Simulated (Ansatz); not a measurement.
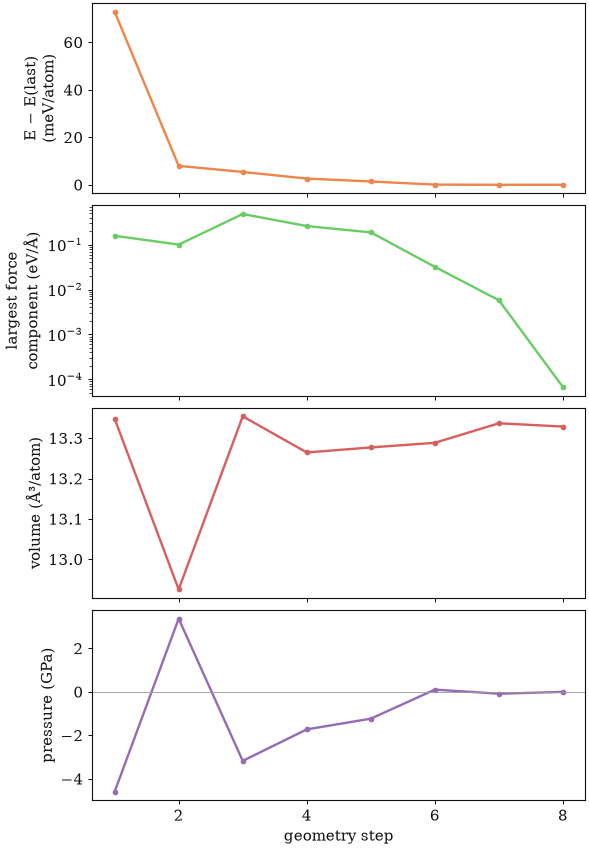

History of a geometry optimisation. Atoms and cell relax. A closing SCF on a freshly chosen basis isn't drawn.

```
crystal:
  lattice:
    - [0.0, 3.858415, 0.0]
    - [3.858415, 0.0, 0.0]
    - [1.929208, 1.929208, -4.483112]
  atoms:
    - { symbol: Os, position: [0.75, 0.25, 0.5] }
    - { symbol: Os, position: [0.25, 0.75, 0.5] }
    - { symbol: Lu, position: [0.0, 0.0, 0.0] }
    - { symbol: B, position: [0.375, 0.375, 0.25] }
    - { symbol: B, position: [0.625, 0.625, 0.75] }
  symmetry: { tolerance: 0.0003 }
kpoints:
  mp_grid: { grid: [2, 2, 2], shift: [0, 0, 0] }
magnetization:
  spin_polarized: false
scf:
  occupations: { method: fermi_dirac }
hamiltonian:
  pseudopotentials: { kind: paw }
  xc: r2scan
basis:
  ecutwfc: 500
  xc_grid: 2
output:
  forces: true
  stress: true
  eigenvalues: true
  write_density: true
  write_potential: true
  elf: true
  volumetric_format: npy
relax:
  max_steps: 40
  cell: {}
```

Command:
```bash
ansatz run input.yaml --threads 1 --pin off --max-ram 2560MiB --backend cpu --events-out ev --progress --plain --runs-dir out
```

**How did it end, and what did it gain?**

The optimisation met its thresholds at geometry 8, counting the start as the first. The energy fell by about 73 meV/atom from the first step to the last. The largest force component goes from about 0.16 eV/Å at the start to 7 × 10⁻⁵ eV/Å at the end, with a peak of 0.48 eV/Å at step 3.

**Was the starting cell too large or too small?**

The volume shrinks from 13.35 to 13.33 Å³ per atom (−0.1 %), overshooting to 12.93 at step 2, as the pressure goes from −4.6 GPa to about 0 GPa.

**Is anything amiss with this input?**

Its settings were drawn outside the usual range, so the numbers aren't converged properties of the system.
